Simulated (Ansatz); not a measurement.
**doublet [AlSiH5O2]+ at 6 levels**

We compute a comparison of 6 runs (UHF/STO-3G, UB3LYP/6-31G*, UB3LYP/cc-pVDZ, UCAM-B3LYP/cc-pVDZ, UPBE0/cc-pVDZ, RPA@PBE/cc-pVDZ) of doublet [AlSiH5O2]+. 

Program for the calculation: Ansatz 0.2.0.

75 further runs of the same task are left out: 75 set aside as unsound or not needed. Runs told in other sessions of the task aren't counted.

## 1. Starting point

[AlSiH5O2]+: 9 atoms, total charge +1, spin state doublet. As SMILES of the parent species, `O[SiH2][O][AlH2]`. Geometry: relaxed at PBE0-D4/def2-TZVP. This is one conformer, not always the lowest. That shape belongs to the parent species and isn't relaxed for this state.

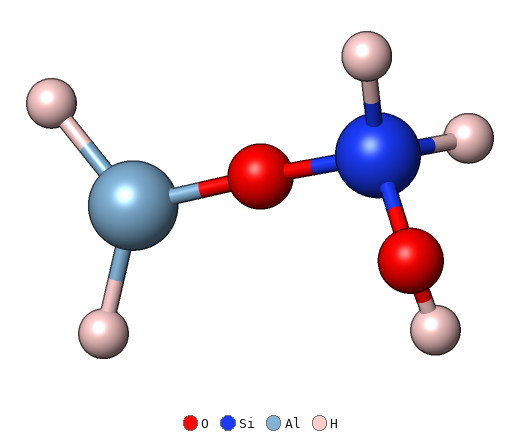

Viewed from a chosen angle; oxygen red, silicon blue, aluminium light blue, hydrogen pink.

## 2. A single-point energy at UHF/STO-3G (run 1)

run.yaml

```yaml
crystal:
  periodic: [false, false, false]
  atoms:
    - {symbol: O, position_ang: [-0.795100, 1.829400, -0.898200]}
    - {symbol: Si, position_ang: [0.173000, 1.196700, 0.266900]}
    - {symbol: O, position_ang: [0.250800, -0.418900, 0.197700]}
    - {symbol: Al, position_ang: [0.325700, -2.080500, -0.060600]}
    - {symbol: H, position_ang: [-1.740800, 1.705800, -0.810900]}
    - {symbol: H, position_ang: [1.506100, 1.782800, 0.005000]}
    - {symbol: H, position_ang: [-0.337300, 1.564900, 1.614200]}
    - {symbol: H, position_ang: [-0.959500, -2.795700, -0.636800]}
    - {symbol: H, position_ang: [1.665600, -2.830600, 0.305400]}
basis:
  gaussian: {orbitals: STO-3G}
magnetization: {spin_polarized: true, initial_magnetization: 1}
hamiltonian: {xc: hf}
accuracy: high
total_charge: 1
output: {orbitals: {seedname: orbitals}}
```

Run with:

```sh
$ ansatz run run.yaml --threads 1 --pin off --max-ram 3480MiB --events-out events.jsonl --progress --plain --runs-dir runs
```

The log of the run:

```text
Warning: RAYON_NUM_THREADS=1 ignored (pool sized by the plan → 1); use --threads N
Functional definition: HF
  name "HF"
  exchange = exact_x
  correlation = 0
650 factors; integrals over basis functions are off by at most 2.3e-8 eV
mean field evaluation 1: about -18360.2137 eV, gradient 2.9e1 eV
mean field evaluation 2: about -18360.2704 eV, gradient 2.9e1 eV
mean field evaluation 4: about -18368.1820 eV, gradient 4.8e0 eV
mean field evaluation 8: about -18369.8669 eV, gradient 2.2e0 eV
mean field evaluation 16: about -18369.9563 eV, gradient 2.5e-8 eV
mean field evaluation 32: about -18369.7840 eV, gradient 1.2e0 eV
mean field evaluation 64: about -18368.4745 eV, gradient 7.5e0 eV
mean field evaluation 96: about -18361.0601 eV, gradient 1.8e1 eV
mean field -18369.95631755 eV, -675.0834430663 hartree, gradient 1.8e-8 eV, S^2 0.756596; 2 other end points of the search recorded, 0 dependent functions left out
reference -18369.95631755 eV, -675.0834430663 hartree; 24, 23 occupied and 9, 10 virtual orbitals, 650 factors
Total energy: -18369.95631755 eV, -675.0834430663 hartree
```

Run time: 0.92 s. Hardware: 1 thread of Arm Neoverse V2, shared host; peak memory 0.092 GiB.

## 3. A single-point energy at UB3LYP/6-31G(d) (spherical functions) (run 2)

job.yaml

```yaml
crystal:
  periodic: [false, false, false]
  atoms:
    - symbol: O
      position_ang: [-0.795100, 1.829400, -0.898200]
    - symbol: Si
      position_ang: [0.173000, 1.196700, 0.266900]
    - symbol: O
      position_ang: [0.250800, -0.418900, 0.197700]
    - symbol: Al
      position_ang: [0.325700, -2.080500, -0.060600]
    - symbol: H
      position_ang: [-1.740800, 1.705800, -0.810900]
    - symbol: H
      position_ang: [1.506100, 1.782800, 0.005000]
    - symbol: H
      position_ang: [-0.337300, 1.564900, 1.614200]
    - symbol: H
      position_ang: [-0.959500, -2.795700, -0.636800]
    - symbol: H
      position_ang: [1.665600, -2.830600, 0.305400]
basis:
  gaussian: {orbitals: 6-31G_st_-spherical.json}
total_charge: 1
magnetization: {spin_polarized: true, initial_magnetization: 1}
hamiltonian: {xc: {name: B3LYP}}
accuracy: high
output: {orbitals: {seedname: orbitals}}
```

The basis set 6-31G* is read from a file made from the Basis Set Exchange's data (not shown).

Run with:

```sh
$ ansatz run job.yaml --threads 1 --pin off --max-ram 3480MiB --events-out events.jsonl --progress --plain --runs-dir runs
```

The log of the run:

```text
Warning: RAYON_NUM_THREADS=1 ignored (pool sized by the plan → 1); use --threads N
Functional definition: B3LYP
  name "B3LYP"
  parameter a0 = 0.2
  parameter ax = 0.72
  parameter ac = 0.81
  exchange = (1 - a0 - ax)*slater_x + ax*b88_x + a0*exact_x
  correlation = (1 - ac)*vwn_rpa_c + ac*lyp_c
1635 factors; integrals over basis functions are off by at most 3.6e-9 eV
mean field evaluation 1: about -18621.0472 eV, gradient 7.6e1 eV
mean field evaluation 2: about -18357.4175 eV, gradient 1.9e2 eV
mean field evaluation 4: about -18634.8574 eV, gradient 3.9e1 eV
mean field evaluation 8: about -18642.9710 eV, gradient 1.3e0 eV
mean field evaluation 16: about -18643.1478 eV, gradient 1.6e-2 eV
mean field evaluation 32: about -18643.1478 eV, gradient 3.8e-7 eV
mean field -18643.14781155 eV, -685.1230452948 hartree, gradient 3.9e-8 eV, S^2 0.757929; 4 other end points of the search recorded, 0 dependent functions left out
reference -18643.14785768 eV, -685.1230469902 hartree; 24, 23 occupied and 50, 51 virtual orbitals, 1635 factors
Total energy: -18643.14785768 eV, -685.1230469902 hartree
```

It took 35 s on 1 thread of Arm Neoverse V2, shared host; peak memory 0.37 GiB.

## 4. A single-point energy at UB3LYP/cc-pVDZ (run 3)

job.yaml, as its differences from that of step 3:

```diff
@@ -22,6 +22,10 @@
 basis:
-  gaussian: {orbitals: 6-31G_st_-spherical.json}
+  gaussian:
+    orbitals: cc-pVDZ
 total_charge: 1
-magnetization: {spin_polarized: true, initial_magnetization: 1}
-hamiltonian: {xc: {name: B3LYP}}
+magnetization:
+  spin_polarized: true
+  initial_magnetization: 1
+hamiltonian:
+  xc: {name: B3LYP}
 accuracy: high
```

Run with:

```sh
$ ansatz run job.yaml --threads 1 --pin off --max-ram 3480MiB --events-out events.jsonl --progress --plain --runs-dir runs
```

The log of the run, shortened:

```text
Warning: RAYON_NUM_THREADS=1 ignored (pool sized by the plan → 1); use --threads N
[... 7 set-up lines as earlier in the session ...]
2016 factors; integrals over basis functions are off by at most 3.9e-9 eV
mean field evaluation 1: about -18622.4389 eV, gradient 7.6e1 eV
mean field evaluation 2: about -18357.6195 eV, gradient 1.9e2 eV
mean field evaluation 4: about -18635.5360 eV, gradient 4.0e1 eV
mean field evaluation 8: about -18643.9703 eV, gradient 1.3e0 eV
mean field evaluation 16: about -18644.0945 eV, gradient 1.3e-2 eV
mean field evaluation 32: about -18644.0945 eV, gradient 4.0e-7 eV
mean field -18644.09454216 eV, -685.1578370034 hartree, gradient 4.0e-8 eV, S^2 0.758273; 3 other end points of the search recorded, 0 dependent functions left out
reference -18644.09458860 eV, -685.1578387100 hartree; 24, 23 occupied and 65, 66 virtual orbitals, 2016 factors
Total energy: -18644.09458860 eV, -685.1578387100 hartree
```

Run time: 37 s. Hardware: 1 thread of Arm Neoverse V2, shared host; peak memory 0.45 GiB.

Runs 4 to 5 aren't shown in full; the table further down has their settings and results.

## 5. The energy at RPA@PBE/cc-pVDZ (run 6)

job.yaml

```yaml
crystal:
  periodic: [false, false, false]
  atoms:
    - {symbol: O, position_ang: [-0.795100, 1.829400, -0.898200]}
    - {symbol: Si, position_ang: [0.173000, 1.196700, 0.266900]}
    - {symbol: O, position_ang: [0.250800, -0.418900, 0.197700]}
    - {symbol: Al, position_ang: [0.325700, -2.080500, -0.060600]}
    - {symbol: H, position_ang: [-1.740800, 1.705800, -0.810900]}
    - {symbol: H, position_ang: [1.506100, 1.782800, 0.005000]}
    - {symbol: H, position_ang: [-0.337300, 1.564900, 1.614200]}
    - {symbol: H, position_ang: [-0.959500, -2.795700, -0.636800]}
    - {symbol: H, position_ang: [1.665600, -2.830600, 0.305400]}
basis:
  gaussian: {orbitals: cc-pVDZ}
total_charge: 1
magnetization: {spin_polarized: true, initial_magnetization: 1}
hamiltonian: {xc: {name: PBE}}
correlation: {method: rpa, frozen_orbitals: {Al: 5, H: 0, O: 1, Si: 5}}
accuracy: high
```

Run with:

```sh
$ ansatz run job.yaml --threads 1 --pin off --max-ram 3480MiB --events-out events.jsonl --progress --plain --runs-dir runs
```

The log of the run, shortened:

```text
Warning: RAYON_NUM_THREADS=1 ignored (pool sized by the plan → 1); use --threads N
Functional definition: PBE
  name "PBE"
[...]
2016 factors; integrals over basis functions are off by at most 3.9e-9 eV
[...]
mean field -18630.72013697 eV, -684.6663366781 hartree, gradient 3.5e-8 eV, S^2 0.753186; 5 other end points of the search recorded, 0 dependent functions left out
12 core orbitals not correlated: weight in the atoms' cores, before any rotation towards them, 1.000 or more for the frozen orbitals, at most 0.000 for the correlated occupied ones
reference -18589.98126607 eV, -683.1692107862 hartree; 12, 11 occupied and 65, 66 virtual orbitals, 2016 factors
Total energy: -18614.84641608 eV, -684.0829881950 hartree
```

It took 38 s on 1 thread of Arm Neoverse V2, shared host; peak memory 0.42 GiB.

## 6. The series

```
run                                level  frozen core orbitals  energy (Eh)  HOMO energy (eV)  LUMO energy (eV)   ⟨S²⟩  wall time
  1                           UHF/STO-3G                     –  -675.083443            -15.10             -2.17  0.757     0.92 s
  2  UB3LYP/6-31G* (spherical functions)                     –  -685.123047            -13.38            -12.26  0.758       35 s
  3                       UB3LYP/cc-pVDZ                     –  -685.157839            -13.32            -12.20  0.758       37 s
  4                   UCAM-B3LYP/cc-pVDZ                     –  -685.059024            -14.49            -11.44  0.764       36 s
  5                        UPBE0/cc-pVDZ                     –  -684.707107            -13.46            -12.10  0.760       25 s
  6                      RPA@PBE/cc-pVDZ                    12  -684.082988                 –                 –  0.753       38 s
```

## 7. Summary of results

| quantity | value |
| --- | --- |
| run 6: total energy | -684.08299 Eh |
| run 6: RPA correlation energy (valence) | -913.8 mEh |
| run 6: ⟨S²⟩ of the reference determinant | 0.753 |

**Reading.** Totals of different functionals can't be ranked against each other. In run 1 the basis is minimal, so the values are rough. All runs together took 2.9 min, the longest 38 s.
